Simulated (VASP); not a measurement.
Here is the system:

```
CELL_PARAMETERS angstrom
      0.00000     3.15271     3.15271
      3.15271     0.00000     3.15271
      3.15271     3.15271     0.00000
ATOMIC_POSITIONS crystal
  Cu 0.00000 0.00000 0.00000
  I  0.25000 0.25000 0.25000
```

Method: vdW-DF2, VASP's PBE PAW potentials (set 64) (plane waves; VASP). Run with 520 eV cut-off, 8×8×8 Γ-centred mesh, tetrahedra with Blöchl corrections, potentials Cu I.

Unless said otherwise, spin-orbit coupling is left out, though it shifts the bands of the heavy elements here.

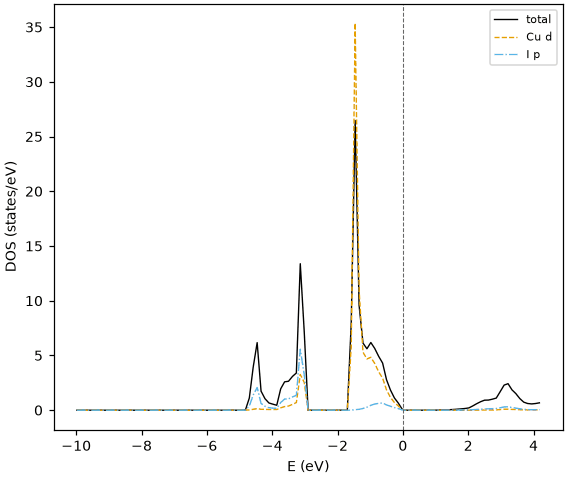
*Total and projected density of states, zero at the valence-band maximum*

Within 2 eV below the valence-band maximum the largest weight inside VASP's projection spheres is Cu d.

The gap is direct, 0.77 eV, from the valence maximum at Γ to the conduction minimum at Γ.

The compound is CuI in the zinc blende structure. It was relaxed first, which changed the volume by +13 %.
